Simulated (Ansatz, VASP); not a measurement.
# MgO in two plane-wave programs

Aim: how closely do two programs agree when they are given the same cell, functional and k mesh?

Calculated with Ansatz 0.2.0; plane waves, with VASP 6.6.1 beside it; zone-centre phonons at PBEsol with D3(BJ) and zone-centre phonons at r2SCAN.

## 1. Starting point

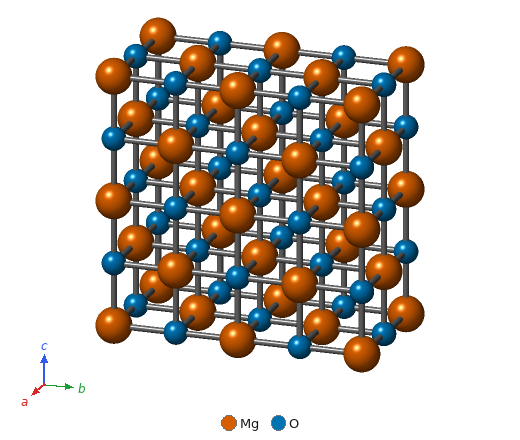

Start, viewed from a free direction; magnesium orange, oxygen blue. 1×2×2 cells are drawn. This picture shows the conventional cell, with its axes. Some periodic images of atoms are drawn too.

Structure file:

```cif
data_structure
_symmetry_space_group_name_H-M 'P 1'
_symmetry_Int_Tables_number 1
_cell_length_a 2.9498
_cell_length_b 2.9498
_cell_length_c 2.9498
_cell_angle_alpha 60.000
_cell_angle_beta 60.000
_cell_angle_gamma 60.000
_cell_volume 18.15
loop_
_atom_site_label
_atom_site_type_symbol
_atom_site_fract_x
_atom_site_fract_y
_atom_site_fract_z
_atom_site_occupancy
Mg1 Mg 0.00000 0.00000 0.00000 1
O2 O 0.50000 0.50000 0.50000 1
```

## 2. Ansatz: zone-centre phonons, PBEsol with D3(BJ)

Ansatz runs on its default PAW (the set named soft_2) files.

Second derivatives magnify differences that forces hide, and they need a tight electronic threshold.

input.yaml reads:

```yaml
crystal:
  lattice:
    - [0.0, 2.0858148746, 2.0858148746]
    - [2.0858148746, 0.0, 2.0858148746]
    - [2.0858148746, 2.0858148746, 0.0]
  atoms:
    - { symbol: Mg, position: [0.0, 0.0, 0.0] }
    - { symbol: O, position: [0.5, 0.5, 0.5] }
hamiltonian:
  xc: pbesol
  pseudopotentials: { kind: paw }
  dispersion: d3bj
kpoints:
  mp_grid: { grid: [12, 12, 12] }
scf:
  occupations: { method: gaussian, width: 0.03 }
phonons:
  method: dfpt
  qpoints: [[0, 0, 0]]
```

Command:

```
ansatz run input.yaml --threads 4 --pin off --max-ram 9216MiB --backend cpu --events-out ev --progress --plain --runs-dir out
```

Numbers of over 12 decimals in the logs are rounded to 6 here.

Output:

```text
Engine: ansatz 0.2.0, aarch64-unknown-linux-gnu
Pseudopotentials: kind: paw
Pseudopotential: Mg, paw, valence charge 10, recommended cutoff 420 eV (normal), Mg.paw.azcp
Pseudopotential: O, paw, valence charge 6, recommended cutoff 420 eV (normal), O.paw.azcp
Functional definition: PBEsol
  exchange = pbesol_x
  correlation = pbesol_c
Crystal: 2 atoms, lattice volume = 18.149 Å³
Basis set: ecut = 420 eV, 339 PW (Γ), exchange–correlation on 40×40×40 points (8 copies of the dense FFT grid, shifted against one another)
Bands: 12, of which v1, the nominal top of the filled ones, is band 8 counted from 1 (7 counted from 0)
Symmetry: 48 space group operations
k-points: 163 of 1728 (irreducible under 8 space group operations, time reversal used)
Non-local potential: Mg, projectors of the file, l = 0: 3, l = 1: 2, l = 2: 1
Non-local potential: O, projectors of the file, l = 0: 2, l = 1: 2, l = 2: 1
PAW form: soft (Blöchl's): semilocal exchange-correlation on the pseudo side does not see the compensation charge
PAW frozen core: Mg, regenerated for the run's functional, and the local potential with it (the file was generated under x = pbe(κ = 0.804, μ = 0.219515), c = pbe(β = 0.066725))
PAW frozen core: O, regenerated for the run's functional, and the local potential with it (the file was generated under x = pbe(κ = 0.804, μ = 0.219515), c = pbe(β = 0.066725))
PAW one-centre angular grid: Mg, 110 points (default); XC on 64 Gauss nodes
PAW one-centre angular grid: O, 110 points (default); XC on 64 Gauss nodes
Initial density: superposition of atomic densities (neutral atoms: chi_scale 0, normalization atom), corrected by the library's trained network
Initial wavefunctions: pseudopotential atomic-orbital guess
Functional: x = pbesol(κ = 0.804, μ = 0.123457), c = pbesol(β = 0.046)
SCF iter   1: F=—  HF=-2476.386481 eV  |F-HF|=—  |Δ(HF+E_count)|=         —  Δρ=1.50e-2  dr2=3.23e-2  ethr=1.77e-3  ⟨swp⟩=5.8  Hψ=11456  notcnv=0
preconditioner: auto → none  [insulator: Δε(μ)=4.791 eV  Ē_g=18.621 eV  σ=0.030 eV  W_gap=1.00  n_scr=8 (ndim 8)  ℏωp=24.7 eV  f_vac=0.000  D(μ)=0.00/eV (n_scr^D=0)  ε∞_Penn≈2.8]
SCF iter   2: F=—  HF=-2476.377609 eV  |F-HF|=—  |Δ(HF+E_count)|=   8.87e-3  Δρ=4.22e-3  dr2=3.13e-3  ethr=2.02e-4  ⟨swp⟩=2.0  Hψ=3876  notcnv=0
SCF iter   3: F=—  HF=-2476.376812 eV  |F-HF|=—  |Δ(HF+E_count)|=   7.98e-4  Δρ=6.88e-4  dr2=4.47e-5  ethr=1.95e-5  ⟨swp⟩=2.0  Hψ=2937  notcnv=0
SCF iter   4: F=—  HF=-2476.376806 eV  |F-HF|=—  |Δ(HF+E_count)|=   6.06e-6  Δρ=9.32e-5  dr2=6.73e-7  ethr=2.80e-7  ⟨swp⟩=2.4  Hψ=3027  notcnv=0
SCF iter   5: F=—  HF=-2476.376807 eV  |F-HF|=—  |Δ(HF+E_count)|=   1.47e-6  Δρ=2.58e-5  dr2=5.26e-8  ethr=4.21e-9  ⟨swp⟩=2.9  Hψ=3258  notcnv=0
SCF iter   6: F=—  HF=-2476.376807 eV  |F-HF|=—  |Δ(HF+E_count)|=   1.78e-8  Δρ=2.26e-6  dr2=3.38e-10  ethr=3.29e-10  ⟨swp⟩=2.0  Hψ=3260  notcnv=0
SCF iter   7: F=-2476.376807 eV  HF=-2476.376807 eV  |F-HF|=0.00e0  |Δ(HF+E_count)|=  2.95e-10  Δρ=6.99e-8  dr2=5.97e-13  ethr=1.00e-12  ⟨swp⟩=5.9  Hψ=8020  notcnv=0
SCF 1 converged in 7 iterations: F = -2476.376807 eV  dr2 = 5.97e-13
  greatest PAW one-centre occupation: 1.000 electrons in one spin orbital (limit 2), on the Mg atom at site 0 (counted from 0), in its partial waves of l = 0
DFPT response loops at Γ: preconditioner auto → none (the input reference at scf.mixing.eps_inf says where Resta's filter doesn't serve); β = 0.50; Broyden in place of MSR1
SCF converged after 7 iterations
Free energy (F): -2476.376807 eV
Harris-Foulkes:  -2476.376807 eV  (|F-HF|=0.00e0)
Internal energy: -2476.376807 eV  (E = F + TS)
E sigma→0 (E₀):  -2476.376807 eV
Fermi energy:    10.836872 eV
--- Per-component energies (eV) ---
  E_band       = -286.022627
  E_kinetic    = 255.849186
  E_local      = -1582.687632  (includes V_loc(G=0)·N_el)
  E_nonlocal   = 143.807824
  E_hartree    = 546.166720
  E_xc         = -104.203173
  E_vxc        = -134.283408  (∫ρ·V_xc dr)
  E_paw        = -433.028912  (= ΣΔE_a)
  E_vpaw       = -61.044620  (= ΣTr[D̂ρ^β])
  E_aug_tail   = 0.002578  (compensation charges beyond the density's cutoff)
  E_ewald      = -1301.863486
  E_disp       = -0.514063  (pairwise vdW)
  E_core_change = 0.094150  (= ΣΔE_core)
  E_smearing   = -0.000000  (= −TS)
  E_closure    = 0.000000  (closes the sum)
  Σ components = -2476.376807   (vs F -2476.376807, Δ=0.00e0)
--- Band table (eV; the first three rows and the last of 163) ---
  k-point 0: bands = [... 4 lower, -8.9676, 8.3781, 8.3781, 8.3781, 13.2955, 24.2144, 24.2144, 24.2144]
  k-point 1: bands = [... 4 lower, -8.8857, 7.8965, 8.3280, 8.3280, 13.7526, 23.2233, 24.3914, 24.3914]
  k-point 2: bands = [... 4 lower, -8.6541, 6.8259, 8.1937, 8.1937, 14.7186, 21.8419, 24.8154, 24.8154]
  k-point 162: bands = [... 4 lower, -7.2363, 5.3053, 5.3053, 6.5341, 20.0810, 20.0810, 20.8029, 24.1629]
--- Phonons (Γ-DFPT): 2 representative perturbations + reference, on 163 of 1728 k-points (Σ response iterations 7) ---
  k mesh reduced under 8 symmetry operations, with k and −k counted as one. Each operation leaves every solved perturbation unchanged. A smaller set is not used because it would not reduce the number of displacements times k-points to solve
  ASR residual: 1.480e-5 → 0.000e0 eV/Å²; symmetrization residual: 1.470e-6 eV/Å²
  pairwise dispersion correction: d3bj (s6 = 1.0, s8 = 2.9491, a1 = 0.4466, a2_bohr = 6.1742), with the weights of each atom's references fixed at the reference crystal's, and the forces and stress that the weights' published response gives there kept as a pressure on the atom's counted neighbours (hamiltonian.dispersion)
  ASR residual per site (eV/Å²): 1.17e-5 1.48e-5
  Γ frequencies (cm⁻¹): 0.00 0.00 0.00 416.06 416.06 416.06
  non-analytic LO–TO correction: not included (Born effective charges unavailable; polar crystals: no LO–TO splitting at Γ)
--- Phonons (arbitrary-q DFPT): 1 explicit q-point ---
  q = [0, 0, 0] (of the zone-centre solve; hermiticity 4.79e-7, symmetrization 6.41e-14): -0.00 0.00 0.00 416.06 416.06 416.06
  sum rule: each row above includes the acoustic sum rule's correction from the zone centre's row sums; it moved no ω² by more than (0.50 cm⁻¹)²
```

Wall time 2.1 s (4 threads of Arm Neoverse V2, shared host); peak memory 0.36 GiB; 7.2 s of CPU time.

## 3. VASP: zone-centre phonons, PBEsol with D3(BJ)

The same cell, functional, mesh and smearing now go to VASP, with its own data sets and cutoff.

Lines of VASP's logs that name or quote its potential files are left out, and so is its time.

INCAR reads:

```
SYSTEM = MgO
PREC = Accurate
ENCUT = 520
EDIFF = 1E-08
NELM = 100
ISMEAR = 0
SIGMA = 0.03
LREAL = .FALSE.
ALGO = Normal
GGA = PS
IVDW = 12
NBANDS = 10
LORBIT = 11
LWAVE = .FALSE.
LCHARG = .FALSE.
KPAR = 4
IBRION = 6
NFREE = 2
POTIM = 0.015
NSW = 1
ISIF = 2
```

POSCAR reads:

```
MgO
1.0
    0.0000000000      2.0858148746      2.0858148746
    2.0858148746      0.0000000000      2.0858148746
    2.0858148746      2.0858148746      0.0000000000
Mg O
1 1
Direct
    0.0000000000      0.0000000000      0.0000000000
    0.5000000000      0.5000000000      0.5000000000
```

KPOINTS reads:

```
Automatic mesh
0
Gamma
12 12 12
0 0 0
```

The projector-augmented-wave data sets are Mg and O (PBE family, release 64).

Command:

```
mpirun -np 4 vasp_std
```

Output:

```text
[banner, memory and clock lines left out]
running    4 mpi-ranks, on    1 nodes
 distrk:  each k-point on    1 cores,    4 groups
 distr:  one band on    1 cores,    1 groups

 POSCAR found type information on POSCAR MgO
 POSCAR found :  2 types and       2 ions
|                                                                             |
|               ----> ADVICE to this user running VASP <----                  |
|                                                                             |
|     You enforced a specific xc type in the INCAR file but a different       |
|     [... a line on the potential file left out ...]
|     I HOPE YOU KNOW WHAT YOU ARE DOING!                                     |
|                                                                             |

 LDA part: xc-table for (Slater+PW92), standard interpolation
 POSCAR, INCAR and KPOINTS ok, starting setup
 FFT: planning ... GRIDC
 FFT: planning ... GRID_SOFT
 FFT: planning ... GRID
 WAVECAR not read
 entering main loop
       N       E                     dE             d eps       ncg     rms          rms(c)
DAV:   1     0.132698164224E+02    0.13270E+02   -0.47036E+03  1680   0.714E+02
DAV:   2    -0.133425597370E+02   -0.26612E+02   -0.25942E+02  1628   0.141E+02
DAV:   3    -0.138969869829E+02   -0.55443E+00   -0.55382E+00  1700   0.183E+01
DAV:   4    -0.138983677091E+02   -0.13807E-02   -0.13807E-02  1608   0.102E+00
DAV:   5    -0.138983718398E+02   -0.41307E-05   -0.41306E-05  1636   0.549E-02    0.670E+00
DAV:   6    -0.125406107465E+02    0.13578E+01   -0.77162E+00  1462   0.166E+01    0.216E+00
DAV:   7    -0.125179342417E+02    0.22677E-01   -0.39509E-02  1542   0.204E+00    0.129E+00
DAV:   8    -0.125049030832E+02    0.13031E-01   -0.20312E-02  1460   0.180E+00    0.182E-01
DAV:   9    -0.125047493748E+02    0.15371E-03   -0.17528E-04  1662   0.103E-01    0.126E-01
DAV:  10    -0.125047011349E+02    0.48240E-04   -0.32896E-04  1534   0.147E-01    0.531E-03
DAV:  11    -0.125047020977E+02   -0.96281E-06   -0.35947E-06  1528   0.149E-02    0.305E-03
DAV:  12    -0.125047025260E+02   -0.42825E-06   -0.83711E-08  1600   0.344E-03    0.342E-04
DAV:  13    -0.125047025832E+02   -0.57253E-07   -0.87623E-09   854   0.693E-04    0.501E-05
DAV:  14    -0.125047025730E+02    0.10218E-07   -0.14863E-10   792   0.119E-04    0.238E-05
DAV:  15    -0.125047025739E+02   -0.86300E-09   -0.62483E-11   790   0.510E-05
   1 F= -.13018628E+02 E0= -.13018628E+02  d E =-.131515E-26
[...]
2 F= -.13017929E+02 E0= -.13017929E+02  d E =-.630093E-27
[...]
3 F= -.13017929E+02 E0= -.13017929E+02  d E =-.630060E-27
[...]
4 F= -.13017927E+02 E0= -.13017927E+02  d E =-.629881E-27
 Finite differences progress:
  Degree of freedom:   2/  2
  Displacement:        1/  2
  Total:               3/  4
 bond charge predicted
       N       E                     dE             d eps       ncg     rms          rms(c)
DAV:   1    -0.125024718813E+02    0.15303E-02   -0.38414E+00  3266   0.161E+01    0.219E-01
DAV:   2    -0.125045395100E+02   -0.20676E-02   -0.33171E-02  3532   0.168E+00    0.109E-01
DAV:   3    -0.125039973723E+02    0.54214E-03   -0.13651E-03  3672   0.337E-01    0.305E-02
DAV:   4    -0.125040051261E+02   -0.77538E-05   -0.16023E-04  3564   0.106E-01    0.213E-02
DAV:   5    -0.125040027694E+02    0.23567E-05   -0.56219E-06  3524   0.221E-02    0.109E-02
DAV:   6    -0.125040021846E+02    0.58484E-06   -0.27411E-06  3620   0.161E-02    0.105E-03
DAV:   7    -0.125040021804E+02    0.41874E-08   -0.15792E-07  3528   0.369E-03    0.905E-04
DAV:   8    -0.125040021745E+02    0.59106E-08   -0.66424E-09  1790   0.718E-04
   5 F= -.13017927E+02 E0= -.13017927E+02  d E =-.629534E-27
 Finite differences progress:
  Degree of freedom:   2/  2
  Displacement:        2/  2
  Total:               4/  4
```

From OUTCAR (step 3):

```text
ion  position               nearest neighbor table
   1  0.000  0.000  0.000-   2 2.09   2 2.09   2 2.09   2 2.09   2 2.09   2 2.09
   2  0.500  0.500  0.500-   1 2.09   1 2.09   1 2.09   1 2.09   1 2.09   1 2.09

  LATTYP: Found a face centered cubic cell.
 ALAT       =     4.1716297492

 Subroutine GETGRP returns: Found 48 space group operations
 (whereof 48 operations were pure point group operations)

The static configuration has the point symmetry O_h .

 Found     72 irreducible k-points:

   k-points           NKPTS =     72   k-points in BZ     NKDIM =     72   number of bands    NBANDS=     10

   dimension x,y,z NGX =    24 NGY =   24 NGZ =   24
   dimension x,y,z NGXF=    48 NGYF=   48 NGZF=   48

   ENCUT  =  520.0 eV  38.22 Ry    6.18 a.u.   5.48  5.48  5.48*2*pi/ulx,y,z

   NELECT =       8.0000    total number of electrons

 k-points in reciprocal lattice and weights: Automatic mesh
   0.00000000  0.00000000  0.00000000       0.001
   0.08333333  0.00000000  0.00000000       0.005
   0.16666667  0.00000000  0.00000000       0.005
   0.25000000  0.00000000  0.00000000       0.005
   0.33333333  0.00000000  0.00000000       0.005
   0.41666667  0.00000000  0.00000000       0.005
   0.50000000  0.00000000  0.00000000       0.002
   0.08333333  0.08333333  0.00000000       0.003
   0.16666667  0.08333333  0.00000000       0.014
[...]
-0.33333333  0.50000000  0.16666667       0.007
  -0.25000000  0.50000000  0.25000000       0.003

 Edisp (eV)   -0.51393

 average (electrostatic) potential at core
       1 -34.3478       2 -69.3450

 E-fermi :   3.5043

 k-point     1 :       0.0000    0.0000    0.0000
  band No.  band energies     occupation
      1     -14.0711      2.00000
      2       3.2874      2.00000
      3       3.2877      2.00000
      4       3.2877      2.00000
      5       8.2065      0.00000
      6      19.0805      0.00000
      7      19.0811      0.00000
      8      19.0811      0.00000
      9      22.9988      0.00000
    ...

 k-point     2 :       0.0833    0.0000    0.0000
  band No.  band energies     occupation
      1     -13.9917      2.00000
      2       2.8046      2.00000
      3       3.2367      2.00000
      4       3.2368      2.00000
      5       8.6640      0.00000
      6      18.1040      0.00000
      7      19.2599      0.00000
      8      19.2601      0.00000
      9      24.3215      0.00000
    ...

 k-point     3 :       0.1667    0.0000    0.0000
  band No.  band energies     occupation
      1     -13.7675      2.00000
      2       1.7323      2.00000
      3       3.1013      2.00000
      4       3.1014      2.00000
      5       9.6296      0.00000
      6      16.7328      0.00000
      7      19.6902      0.00000
      8      19.6905      0.00000
      9      23.6874      0.00000
    ...

 Edisp (eV)   -0.51393

  Total       0.01087     0.00064     0.00064    -0.00000    -0.00000     0.00000
  in kB       0.95968     0.05627     0.05627    -0.00000    -0.00000     0.00000
  external pressure =        0.36 kB  Pullay stress =        0.00 kB

  energy-cutoff  :      520.00
  volume of cell :       18.15
      direct lattice vectors                 reciprocal lattice vectors
     0.000000000  2.085814875  2.085814875    -0.239714467  0.239714467  0.239714467
     2.085814875  0.000000000  2.085814875     0.239714467 -0.239714467  0.239714467
     2.085814875  2.085814875  0.000000000     0.239714467  0.239714467 -0.239714467

 POSITION                                       TOTAL-FORCE (eV/Angst)
 -----------------------------------------------------------------------------------
      0.00000      0.00000      0.00000        -0.093368      0.000000      0.000000
      2.07081      2.08581      2.08581         0.093368      0.000000      0.000000
 -----------------------------------------------------------------------------------
    total drift:                                0.000135     -0.000001     -0.000001

  FREE ENERGIE OF THE ION-ELECTRON SYSTEM (eV)
  ---------------------------------------------------
  free  energy   TOTEN  =       -13.0179274722 eV

  energy  without entropy=      -13.0179274722  energy(sigma->0) =      -13.01792747

 Eigenvectors and eigenvalues of the dynamical matrix
 ----------------------------------------------------

   1 f  =   12.553615 THz    78.876688 2PiTHz  418.743518 cm-1    51.917556 meV
             X         Y         Z           dx          dy          dz
      0.000000  0.000000  0.000000     0.000000    0.000000   -0.630010
      2.085815  2.085815  2.085815     0.000000   -0.000000    0.776587

   2 f  =   12.553615 THz    78.876688 2PiTHz  418.743518 cm-1    51.917556 meV
             X         Y         Z           dx          dy          dz
      0.000000  0.000000  0.000000     0.000000   -0.630010   -0.000000
      2.085815  2.085815  2.085815    -0.000000    0.776587    0.000000

   3 f  =   12.553615 THz    78.876688 2PiTHz  418.743518 cm-1    51.917556 meV
             X         Y         Z           dx          dy          dz
      0.000000  0.000000  0.000000    -0.630010   -0.000000    0.000000
      2.085815  2.085815  2.085815     0.776587    0.000000    0.000000

   4 f/i=    0.000775 THz     0.004868 2PiTHz    0.025843 cm-1     0.003204 meV
             X         Y         Z           dx          dy          dz
      0.000000  0.000000  0.000000     0.008426   -0.768762    0.109645
      2.085815  2.085815  2.085815     0.006835   -0.623662    0.088950

   5 f/i=    0.000775 THz     0.004868 2PiTHz    0.025843 cm-1     0.003204 meV
             X         Y         Z           dx          dy          dz
      0.000000  0.000000  0.000000    -0.000670    0.109644    0.768807
      2.085815  2.085815  2.085815    -0.000544    0.088950    0.623699

   6 f/i=    0.000775 THz     0.004868 2PiTHz    0.025843 cm-1     0.003204 meV
             X         Y         Z           dx          dy          dz
      0.000000  0.000000  0.000000     0.776541    0.008436   -0.000526
      2.085815  2.085815  2.085815     0.629973    0.006844   -0.000427

 ELASTIC MODULI CONTR FROM IONIC RELAXATION (kBar)
 Direction    XX          YY          ZZ          XY          YZ          ZX
 --------------------------------------------------------------------------------
 XX           0.0000      0.0000      0.0000      0.0000      0.0000      0.0000
 YY           0.0000      0.0000      0.0000      0.0000      0.0000      0.0000
 ZZ           0.0000      0.0000      0.0000      0.0000      0.0000      0.0000
 XY           0.0000      0.0000      0.0000      0.0000      0.0000      0.0000
 YZ           0.0000      0.0000      0.0000      0.0000      0.0000      0.0000
 ZX           0.0000      0.0000      0.0000      0.0000      0.0000      0.0000
 --------------------------------------------------------------------------------

 total charge
# of ion       s       p       d       tot
------------------------------------------
    1        0.154   0.191   0.086   0.431
    2        1.538   3.558   0.000   5.096
--------------------------------------------------
tot          1.692   3.749   0.086   5.527

[... 3 further parts left out ...]
```

CONTCAR:

```
MgO
   1.00000000000000
     0.0000000000000000    2.0858148746000000    2.0858148746000000
     2.0858148746000000    0.0000000000000000    2.0858148746000000
     2.0858148746000000    2.0858148746000000    0.0000000000000000
  Mg              O
     1     1
Direct
     0.0000000000000000    0.0000000000000000    0.0000000000000000
     0.5035957169983449    0.4964042830016550    0.4964042830016551
```

## 4. Comparison

Known differences besides the PAW data sets themselves: the data sets hold 16 valence electrons in Ansatz (default PAW (the set named soft_2) files) and 8 in VASP; the cutoff is 420 eV in Ansatz and 520 eV in VASP; Ansatz makes its cores anew for this functional, VASP keeps those of its PBE data sets; VASP leaves aspherical gradient terms in its spheres out (LASPH is not set), Ansatz keeps them; Ansatz takes the dispersion share of the force constants at frozen C6 weights, VASP differentiates the full forces; VASP uses finite displacements, Ansatz perturbation theory. Total energies have different zeros and are not compared.

Compared:

```csv
quantity,Ansatz,VASP,difference
mode 4 to 6 (cm⁻¹),416.1,418.7,-0.64 %
```

(Part 1 of 2 ends here.)

[Lines on the potential files, build, host, timing and source positions are cut from VASP's logs without a mark.]

[Logs are printed without paths, hosts, clocks, repeated set-up lines and the standing remarks that a program may print on its own settings, such as how far it seeks lower states.]

[Hosts, paths, dates, database ids (printed as entryN), source tags and the programs' standing remarks are cut or masked in the printed files.]
